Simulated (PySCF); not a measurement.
# C₄H₈Si: geometry relaxation

System: C₄H₈Si.
Method: PBE0-D3(BJ)/def2-SVP geometry optimisation, gas phase (PySCF 2.14.0).

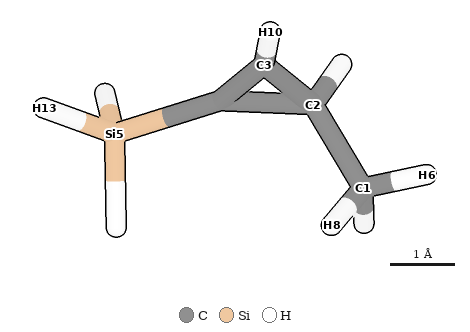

**Figure 1.** The input geometry (stick view, seen at a tilt; atoms are numbered from 1 in the order of the input).

### Summary

| quantity | value |
| --- | --- |
| outcome | converged |
| total energy | −446.129303 hartree |
| dipole moment | 0.54 D |
| point group | C1 |
| hardware | 1 CPU thread, shared host |
| wall time | 45 s |
| peak memory | 0.47 GiB |

### Input file
```
{"job": {"xc": "PBE0", "basis": "def2-SVP", "d3": "d3bj", "grid": 1, "shake": 0.01, "kind": "geom"}, "charge": 0, "multiplicity": 1}
C      1.713950    -0.590900     0.714280
C      0.947550    -0.045250    -0.502680
C      0.418660     1.351500    -0.548520
C     -0.449180     0.440790    -0.380790
Si    -2.231940    -0.131710    -0.132380
H      2.761460    -0.389740     0.607510
H      1.539840    -1.638400     0.823880
H      1.362760    -0.060510     1.607860
H      1.260510    -0.506540    -1.413150
H      0.707690     2.374850    -0.623010
H     -2.613480    -0.976350    -1.247370
H     -2.273540    -0.895940     1.129390
H     -3.138470     1.051290    -0.045340
```

The first line tells a small driver script what to run in PySCF; the rest is the geometry in Å.

Run as:
```bash
OMP_NUM_THREADS=1 python <driver script> task.json out
```

### Output
```
step   0  E = -446.12168128  max force = 0.067033
step   1  E = -446.12844838  max force = 0.008058
step   2  E = -446.12895475  max force = 0.005489
step   3  E = -446.12904681  max force = 0.002790
step   4  E = -446.12910172  max force = 0.002650
step   5  E = -446.12919201  max force = 0.001876
step   6  E = -446.12927757  max force = 0.001456
step   7  E = -446.12929307  max force = 0.001094
step   8  E = -446.12929907  max force = 0.000727
step   9  E = -446.12930318  max force = 0.000293
optimisation converged
```

### Trajectory as extended XYZ (Å, eV, eV/Å), 8 of the 10 frames kept, from step=0 to step=9
```
13
Properties=species:S:1:pos:R:3:forces:R:3 step=0 energy=-12139.58928
C     1.7140   -0.5909    0.7143   -1.2900   1.5636  -0.6919
C     0.9476   -0.0452   -0.5027    0.7674   0.2267   1.4804
C     0.4187    1.3515   -0.5485    2.0610   0.8435  -0.2201
C    -0.4492    0.4408   -0.3808   -3.4470  -1.8983   0.3590
Si   -2.2319   -0.1317   -0.1324    1.0092   0.9759   0.3335
H     2.7615   -0.3897    0.6075    1.0815   0.0137  -0.0713
H     1.5398   -1.6384    0.8239   -0.0720  -1.2104   0.2143
H     1.3628   -0.0605    1.6079   -0.0119  -0.0892   0.2341
H     1.2605   -0.5065   -1.4131    0.2451  -0.5026  -1.1924
H     0.7077    2.3748   -0.6230    0.0569   0.8397  -0.0836
H    -2.6135   -0.9764   -1.2474   -0.2560  -0.5221  -0.6229
H    -2.2735   -0.8959    1.1294   -0.1046  -0.2119   0.2595
H    -3.1385    1.0513   -0.0453   -0.0395  -0.0286   0.0015
13
Properties=species:S:1:pos:R:3:forces:R:3 step=1 energy=-12139.77342
C     1.7040   -0.9394    0.3903    0.1586  -0.2218   0.0154
C     0.9224   -0.4189   -0.7904    0.0459  -0.2421  -0.3339
C     0.3728    0.9533   -0.8282   -0.3666  -0.2300  -0.1106
C    -0.5319    0.0150   -0.6546    0.2216   0.4143   0.3959
Si   -2.2401   -0.5081   -0.1662    0.0396  -0.1479  -0.4008
H     2.7884   -0.7537    0.2686   -0.1390  -0.0492   0.0104
H     1.5625   -2.0325    0.5153    0.0559   0.2213  -0.0329
H     1.3816   -0.4496    1.3199   -0.0194   0.0263   0.0666
H     1.2117   -0.8926   -1.7532   -0.0447   0.0950   0.2205
H     0.5937    2.0145   -0.9240   -0.0079   0.0182   0.0448
H    -2.7546   -1.4224   -1.2403   -0.0550   0.0583   0.1260
H    -2.2183   -1.2686    1.1201    0.0826   0.0350   0.0017
H    -3.1526    0.6650   -0.0282    0.0283   0.0227  -0.0031
13
Properties=species:S:1:pos:R:3:forces:R:3 step=3 energy=-12139.78971
C     1.7029   -0.9420    0.3919    0.0178   0.0115  -0.0130
C     0.9208   -0.4223   -0.7919   -0.0331   0.0237   0.0450
C     0.3650    0.9521   -0.8222    0.0067   0.0313  -0.1273
C    -0.5312    0.0168   -0.6469    0.0011   0.0098   0.1435
Si   -2.2367   -0.5155   -0.1902   -0.0229   0.0015  -0.0343
H     2.7817   -0.7556    0.2686    0.0320   0.0036   0.0060
H     1.5694   -2.0285    0.5106    0.0003  -0.0435   0.0096
H     1.3795   -0.4563    1.3263   -0.0022  -0.0045  -0.0268
H     1.2103   -0.8860   -1.7491    0.0059  -0.0198  -0.0171
H     0.5798    2.0159   -0.9082    0.0017   0.0001   0.0287
H    -2.7951   -1.4383   -1.2230    0.0051  -0.0071  -0.0144
H    -2.1733   -1.2481    1.1107   -0.0082  -0.0036   0.0042
H    -3.1335    0.6700   -0.0473   -0.0042  -0.0032  -0.0040
13
Properties=species:S:1:pos:R:3:forces:R:3 step=4 energy=-12139.79120
C     1.7116   -0.9442    0.3905   -0.0120   0.0292  -0.0063
C     0.9185   -0.4213   -0.7850   -0.0211   0.0210  -0.0031
C     0.3623    0.9537   -0.8182    0.0435   0.0340  -0.0882
C    -0.5334    0.0197   -0.6373   -0.0163  -0.0434   0.1363
Si   -2.2425   -0.5151   -0.1930   -0.0049   0.0190  -0.0013
H     2.7897   -0.7571    0.2590    0.0139   0.0073   0.0004
H     1.5799   -2.0315    0.5084   -0.0044  -0.0258   0.0034
H     1.3949   -0.4603    1.3275    0.0002  -0.0019   0.0010
H     1.2035   -0.8852   -1.7432    0.0025  -0.0218  -0.0333
H     0.5767    2.0174   -0.9062    0.0026   0.0003   0.0208
H    -2.7944   -1.4438   -1.2237    0.0150  -0.0094  -0.0206
H    -2.1849   -1.2402    1.1132   -0.0161  -0.0012  -0.0062
H    -3.1421    0.6700   -0.0626   -0.0029  -0.0074  -0.0028
13
Properties=species:S:1:pos:R:3:forces:R:3 step=5 energy=-12139.79366
C     1.7238   -0.9454    0.3861   -0.0208   0.0164  -0.0027
C     0.9136   -0.4213   -0.7775   -0.0033   0.0109  -0.0563
C     0.3603    0.9552   -0.8105    0.0343   0.0093  -0.0240
C    -0.5357    0.0240   -0.6147    0.0005  -0.0468   0.0965
Si   -2.2499   -0.5141   -0.1922    0.0066   0.0233   0.0107
H     2.8006   -0.7574    0.2403   -0.0120   0.0056  -0.0021
H     1.5945   -2.0338    0.5058   -0.0039   0.0101  -0.0040
H     1.4192   -0.4618    1.3267    0.0019   0.0004   0.0207
H     1.1860   -0.8874   -1.7392   -0.0040  -0.0139  -0.0161
H     0.5760    2.0185   -0.8999    0.0024  -0.0007   0.0025
H    -2.7783   -1.4518   -1.2275    0.0187  -0.0089  -0.0158
H    -2.2128   -1.2300    1.1199   -0.0185   0.0003  -0.0108
H    -3.1576    0.6673   -0.0880   -0.0019  -0.0060   0.0016
13
Properties=species:S:1:pos:R:3:forces:R:3 step=6 energy=-12139.79599
C     1.7389   -0.9450    0.3777   -0.0123  -0.0044   0.0042
C     0.9060   -0.4221   -0.7699    0.0065  -0.0030  -0.0749
C     0.3590    0.9566   -0.7981   -0.0071  -0.0102   0.0542
C    -0.5374    0.0304   -0.5766    0.0259  -0.0154   0.0215
Si   -2.2577   -0.5127   -0.1870    0.0089   0.0154   0.0041
H     2.8128   -0.7560    0.2109   -0.0202   0.0016  -0.0009
H     1.6126   -2.0339    0.5009   -0.0013   0.0268  -0.0066
H     1.4524   -0.4609    1.3238    0.0023   0.0012   0.0200
H     1.1557   -0.8929   -1.7364   -0.0046  -0.0044   0.0074
H     0.5779    2.0189   -0.8899    0.0010  -0.0014  -0.0248
H    -2.7417   -1.4638   -1.2327    0.0114  -0.0048  -0.0029
H    -2.2596   -1.2173    1.1313   -0.0113   0.0007  -0.0074
H    -3.1791    0.6609   -0.1246    0.0008  -0.0020   0.0060
13
Properties=species:S:1:pos:R:3:forces:R:3 step=8 energy=-12139.79657
C     1.7428   -0.9431    0.3737    0.0007  -0.0015   0.0016
C     0.9033   -0.4227   -0.7700   -0.0028   0.0030  -0.0127
C     0.3585    0.9567   -0.7927   -0.0016   0.0054   0.0374
C    -0.5362    0.0321   -0.5596    0.0027  -0.0039  -0.0015
Si   -2.2580   -0.5123   -0.1820   -0.0028   0.0000  -0.0070
H     2.8150   -0.7539    0.2001    0.0013   0.0000   0.0002
H     1.6174   -2.0311    0.4983    0.0006  -0.0011   0.0001
H     1.4626   -0.4585    1.3219   -0.0005  -0.0001  -0.0022
H     1.1416   -0.8975   -1.7372    0.0029  -0.0003   0.0024
H     0.5779    2.0182   -0.8927   -0.0008  -0.0024  -0.0227
H    -2.7213   -1.4662   -1.2349   -0.0015   0.0005   0.0017
H    -2.2798   -1.2176    1.1352    0.0011  -0.0005   0.0012
H    -3.1840    0.6580   -0.1311    0.0008   0.0009   0.0016
13
Properties=species:S:1:pos:R:3:forces:R:3 step=9 energy=-12139.79668
C     1.7438   -0.9423    0.3732    0.0025   0.0015  -0.0002
C     0.9032   -0.4226   -0.7700   -0.0053   0.0024   0.0064
C     0.3578    0.9564   -0.7916    0.0045   0.0080   0.0151
C    -0.5359    0.0315   -0.5570   -0.0053  -0.0027   0.0008
Si   -2.2581   -0.5125   -0.1805   -0.0043  -0.0030  -0.0056
H     2.8157   -0.7524    0.1988    0.0057   0.0000   0.0001
H     1.6191   -2.0303    0.4977    0.0007  -0.0073   0.0016
H     1.4640   -0.4580    1.3217   -0.0008  -0.0002  -0.0055
H     1.1399   -0.8984   -1.7371    0.0038   0.0006  -0.0019
H     0.5763    2.0175   -0.8984   -0.0016  -0.0013  -0.0130
H    -2.7203   -1.4649   -1.2352   -0.0037   0.0018   0.0010
H    -2.2822   -1.2201    1.1354    0.0034  -0.0006   0.0022
H    -3.1833    0.6583   -0.1277    0.0003   0.0009  -0.0009
```

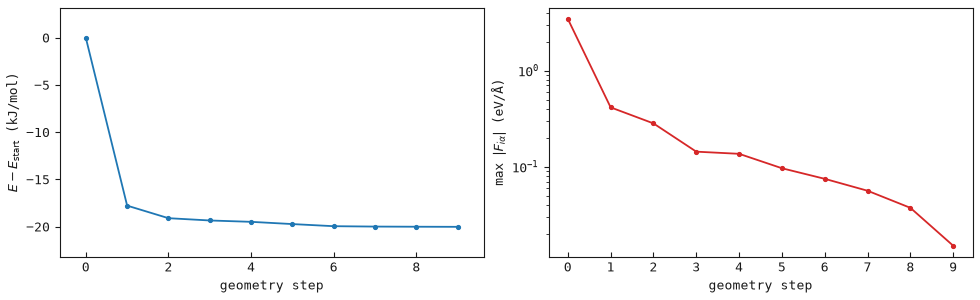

**Figure 2.** Progress of the relaxation, step by step (steps are counted from 0).

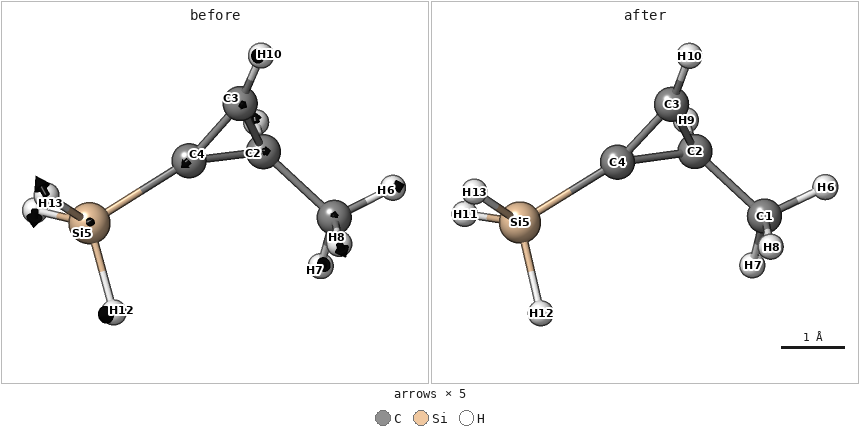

**Figure 3.** Before (left) and after (right) the relaxation, at one scale (ball-and-stick view, seen at a tilt). The black arrows give the displacements, magnified 5 times. The largest move after the best rigid fit is that of H12, 0.10 Å. Largest moves by element: H 0.10 Å, C 0.03 Å, Si 0.02 Å. Among the contacts that change: Si5–H11 1.450 → 1.494 Å, C4–Si5 1.889 → 1.845 Å, C2–C4 1.484 → 1.524 Å, C3–C4 1.269 → 1.307 Å. Among the angles that change: C4–C3–H10 152.1° → 147.6°, H6–C1–H7 110.7° → 107.3°, C2–C3–H10 143.5° → 146.5°. The energy falls by 20.0 kJ/mol in 9 geometry steps. Largest force component: 3.4 eV/Å at the start, 0.015 eV/Å at the end. (Atoms are counted from 1 in the order of the input.)
